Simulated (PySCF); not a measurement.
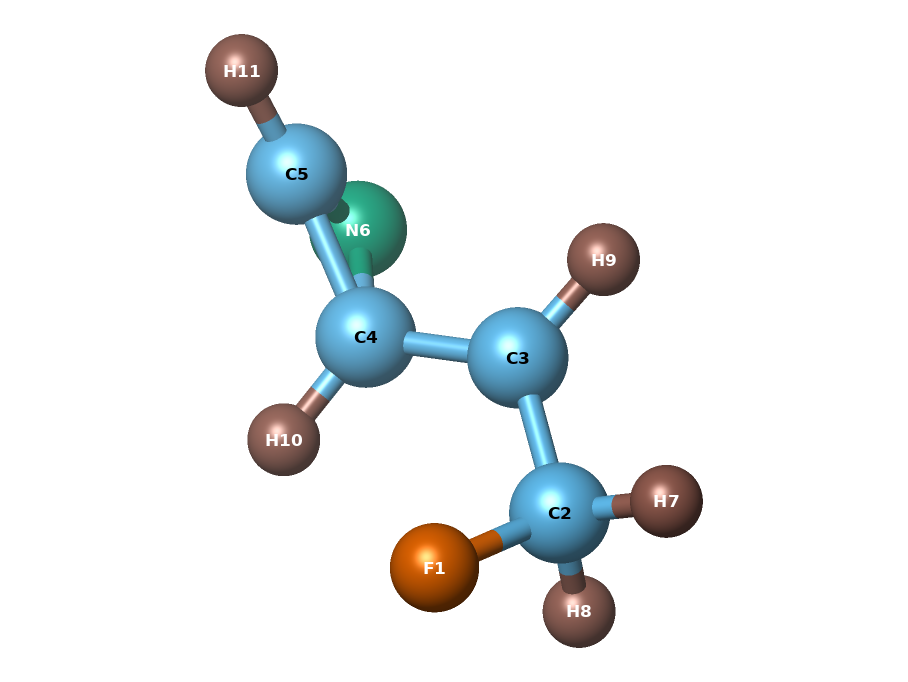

State: neutral, doublet. Computed geometry: GFN2-xTB optimisation. No frequency run is at hand to confirm it as a minimum. Computed with UKS B3LYP, pcH-1 on C F H N, non-relativistic (PySCF 2.14.0). Fermi-contact and spin-dipolar terms alone, no spin-orbit part.

Which nucleus has the largest dipolar (anisotropic) hyperfine coupling?

13C at C3: principal values −69.3, −68.8, 138.1 MHz.

List the isotropic and dipolar parts for the most strongly coupled nuclei, one of each equivalent set.

```csv
atom,isotope,a_iso (MHz),dipolar part (MHz)
C3,13C,73.5,"−69.3, −68.8, 138.1"
F1,19F,178.8,"−58.2, −53.1, 111.3"
H9,1H,−52.8,"−32.4, −0.7, 33.1"
C5,13C,44.1,"−10.8, −7.9, 18.7"
N6,14N,−0.5,"−9.5, −7.6, 17.2"
H7,1H,13.6,"−5.5, −3.6, 9.1"
H8,1H,92.7,"−5.9, −1.4, 7.3"
C4,13C,−38.4,"−7.3, 1.3, 5.9"
```
